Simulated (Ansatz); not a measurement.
FH$_{3}$Si···Cl (doublet)

The calculation's input:

```
crystal:
  periodic: [false, false, false]
  atoms:
    - { symbol: Si, position_ang: [0.000448, 0.0, -0.319289] }
    - { symbol: F, position_ang: [-0.000393, 0.0, 2.465644] }
    - { symbol: H, position_ang: [1.444165, 0.0, -0.734844] }
    - { symbol: H, position_ang: [-0.721451, 1.250307, -0.734728] }
    - { symbol: H, position_ang: [-0.721451, -1.250307, -0.734728] }
    - { symbol: Cl, position_ang: [8.2e-05, 0.0, 4.079346] }
magnetization:
  spin_polarized: true
  initial_magnetization: 1
basis:
  gaussian: { orbitals: def2-SVP }
hamiltonian:
  xc: pbe
relax:
  f_tol: 0.03
  max_steps: 50
output:
  orbitals: {}
```

Command:

```sh
ansatz run input.yaml --threads 1 --pin off --max-ram 2048MiB --backend cpu --events-out ev --progress --plain --runs-dir out
```

The fields are those of the run's last geometry, not of the input's.

Theory: UKS PBE/def2-SVP in Ansatz.

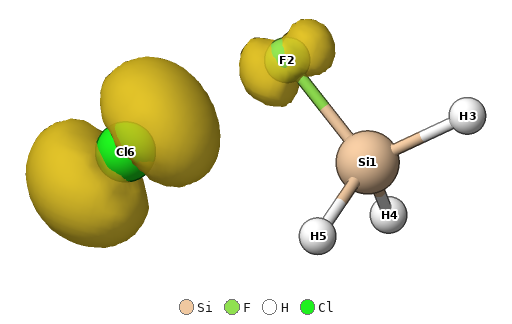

Figure 1. Isosurface of the spin density at +0.05 e/Å³ (yellow), seen at a tilt.

Which atoms carry the spin?

Answer. The unpaired spin (1 electron) lies mostly on Cl6 (about 0.9) and F2 (about 0.1), in electrons by Hirshfeld's partition.

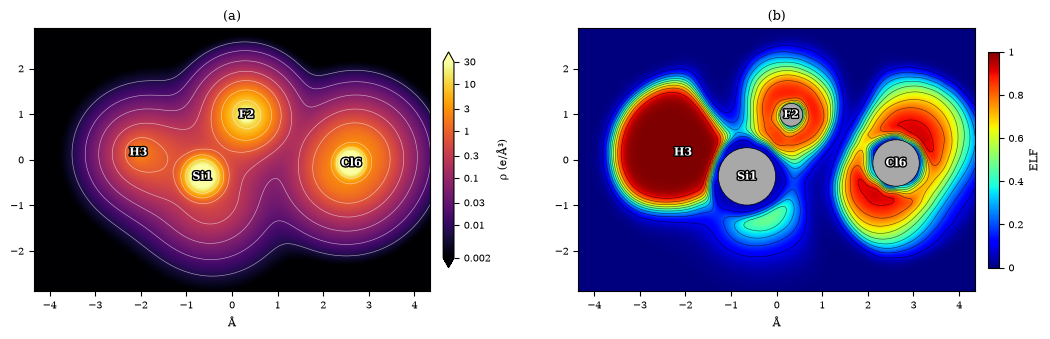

Figure 2. (a) electron density; (b) ELF on the plane of atoms F2, Si1 and H3. Grey discs cover the atomic cores in the ELF map.

Describe what can be read from this map.

Answer. The section cuts through Si, F, H and Cl sites. Si–F (1.66 Å): the density is about 0.91 e/Å³ at the midpoint; the ELF peaks at about 0.85 in the valence shell of F, 0.6 Å from its nucleus, and is about 0.45 at the midpoint. Si–H (1.50 Å): the density is about 0.76 e/Å³ at the midpoint; the ELF climbs to about 1 towards the hydrogen, as it does in any bond to H. The ELF also peaks beside F2, away from the bonds: non-bonding electrons, paired or unpaired.

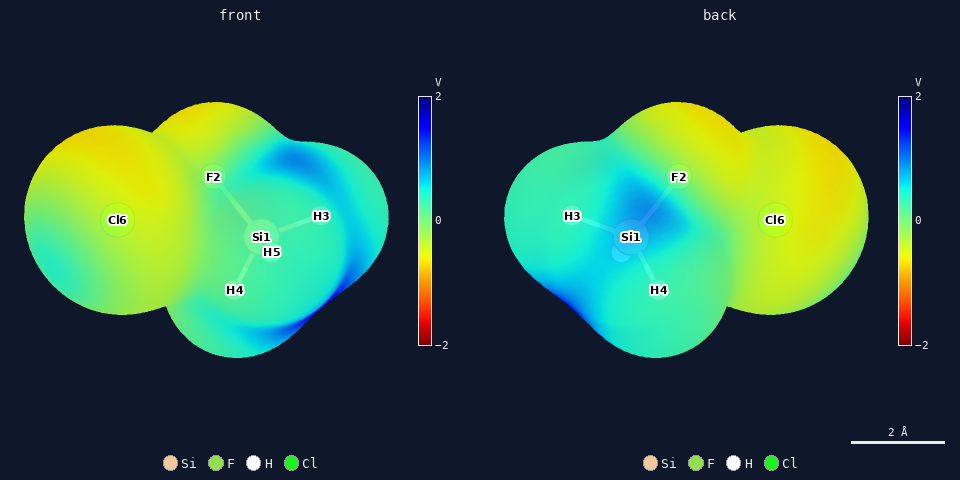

Figure 3. The electrostatic potential painted on the density surface at 0.001 e/bohr³, seen from the front and from behind; the colour scale runs from red (negative) to blue (positive).

Describe the electrostatic potential map.

Answer. The most negative region (about −0.7 V, or −16 kcal/mol for a unit charge) lies over F2 and Cl6, the most positive (about +1.5 V, or +35 kcal/mol for a unit charge) over Si1.
